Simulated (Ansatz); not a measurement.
```csv
atom,x (Å),y (Å),z (Å)
B,-2.4395,0.3511,1.3347
F,-2.6131,-0.3214,0.1596
Ge,-0.2584,-1.3268,0.4283
S,-0.8902,0.1201,2.1782
H,-3.3390,1.0490,1.7169
```

Geometry: B3LYP-D3(BJ)/def2-SVP.

Computed with isolated molecule in a Gaussian basis; Kohn-Sham density functional theory, functional PBE0 (Ansatz 0.2.0).

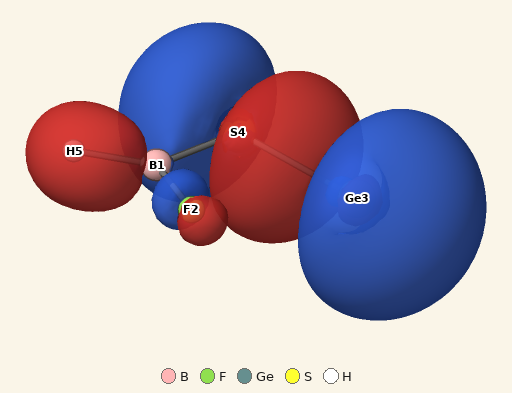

BFGeHS (doublet). The HOMO−1 (α) at ±0.08 Å⁻³ᐟ² (blue and red are the two phases), seen at an oblique angle.

Describe this orbital and give its energy.

Answer. Its weight (Hirshfeld) is mainly on S4 (about 50 %) and Ge3 (about 40 %); it is symmetric in the molecular plane (an in-plane orbital: σ, lone-pair or in-plane π type). Its energy is −8.16 eV.
